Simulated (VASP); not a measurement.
Band structure of TbCu (space group Pm-3m). All values below come from PBEsol GGA, VASP's PBE PAW potentials (set 64) (plane waves; VASP 6.6.1).

The 4f electrons are frozen in the core of the lanthanide potential, so 4f levels, which can set the real gap, and their magnetism are missing.

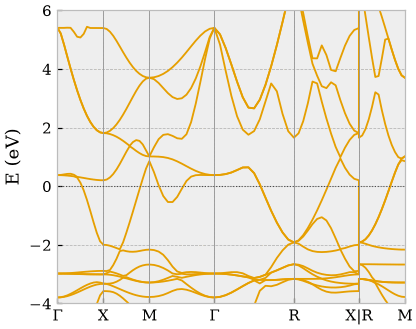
Figure. Bands along high-symmetry lines, zero at the valence-band maximum or, without a gap, the Fermi level

**Question.** Read the plot: is there a gap, and where are the band edges?

**Answer.** It has no gap at this level: it comes out as a metal or semimetal. (Edges off the drawn lines would not show.)

The structure comes from a computed database's TbCu entry (Pm-3m); how it stands against other phases isn't given here. It was relaxed first.
